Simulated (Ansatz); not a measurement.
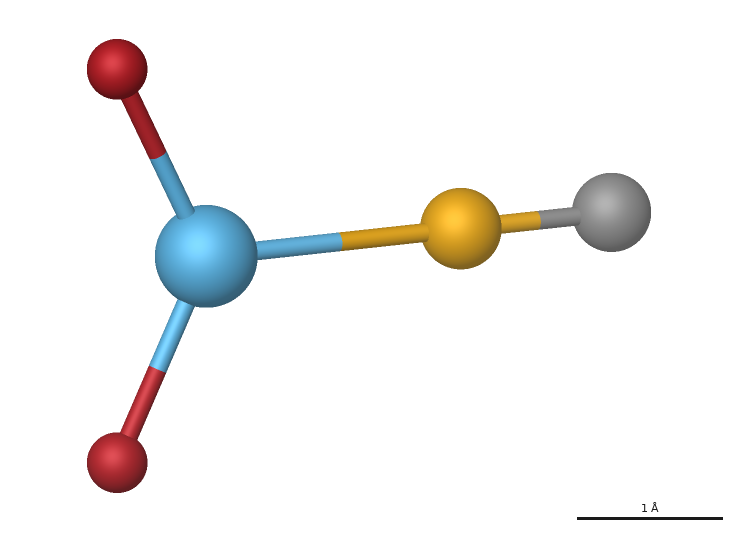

The picture shows a molecular structure as a ball-and-stick model. Every bond is drawn as one stick, whatever its order. Colours: nitrogen grey, carbon orange, gallium blue, hydrogen red.

Identify the structure.

It has 5 atoms: 1 carbon, 2 hydrogen, 1 gallium and 1 nitrogen (CH₂GaN). Its SMILES string is `N#[C][GaH2]`. Among its groups: nitrile. All atoms lie on one plane. Coordination: 1 C linear; 1 Ga trigonal planar.

The parts below concern this one geometry. Atoms keep their numbers from picture to picture. The computed structure is the end point of a PBE0-D4/def2-TZVP optimisation.

Vibrations

Harmonic vibrations computed with RKS PBE0-D4/def2-TZVP (Ansatz 0.2.0) at a stationary point of the same level.

**List the wavenumbers.**

9 modes: 210, 222, 455, 538, 631, 738, 2039, 2048, 2310 cm⁻¹.

Dipole moment

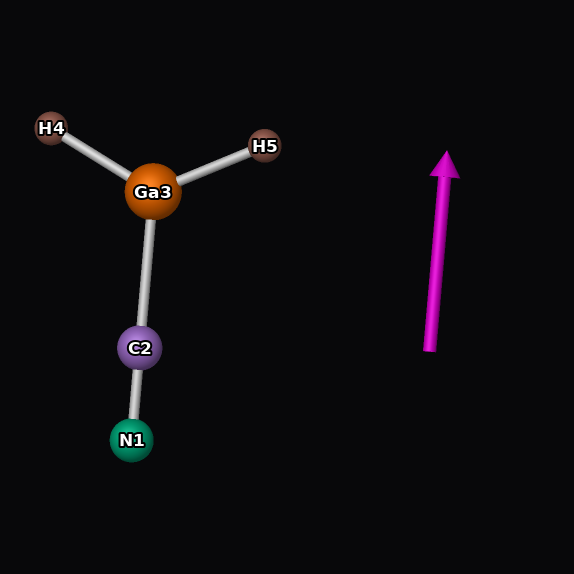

The arrow beside the molecule shows the direction of the dipole moment, from the negative to the positive end (its length means nothing). Level of theory: RKS PBE0-D4/def2-TZVP (Ansatz 0.2.0).

**How large is the dipole moment?**

3.76 D; it points from the side of N1 to the side of H4, H5 (the outermost atoms at the two ends).

Thermal motion

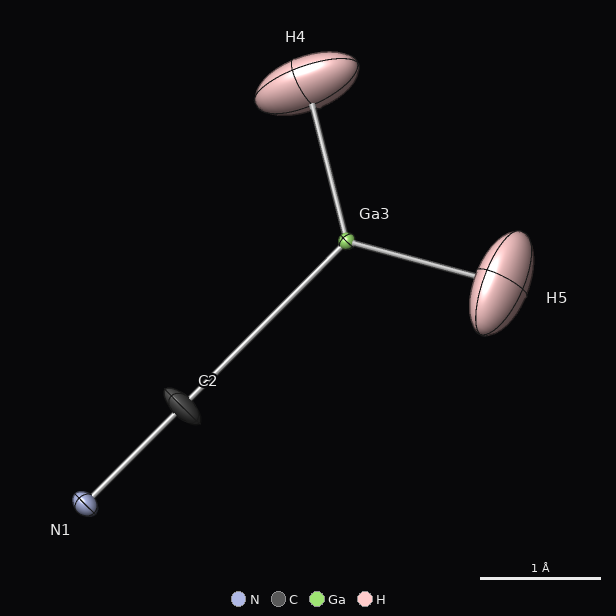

Displacement ellipsoids at the 50 % level, enlarged 1.5 times, from the internal vibrations of the free molecule (harmonic, no overall translation or rotation; no half-axis is drawn under 0.075 Å). Vibrations computed with RKS PBE0-D4/def2-TZVP (Ansatz 0.2.0). Temperature: 298 K.

List U_eq and the three principal root-mean-square amplitudes for each kind of atom.

```tsv
atom	U_eq (Å²)	rms amplitudes (Å)
N1	0.0025	0.040, 0.054, 0.056
C2	0.0063	0.039, 0.086, 0.100
Ga3	0.00008	0.005, 0.006, 0.014
H4, H5	0.0221	0.090, 0.130, 0.203
```

Charges

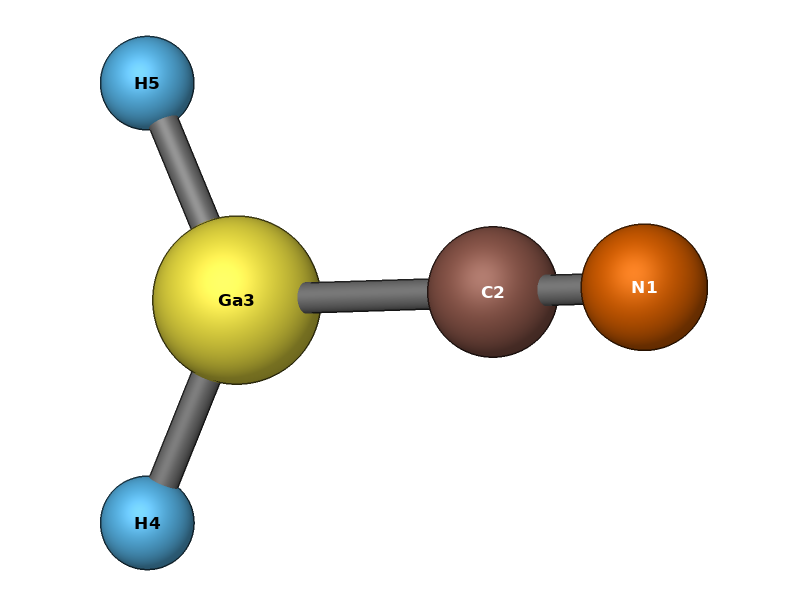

The questions are on Mulliken charges. Level of theory: RKS ωB97M-V/def2-TZVPP (Ansatz 0.2.0).

List the Mulliken charges.

```
atom  value (e)
  N1      −0.04
  C2      −0.23
 Ga3       0.28
  H4       0.00
  H5       0.00
```

Mulliken values depend strongly on the basis set and can even reverse the polarity of a bond.
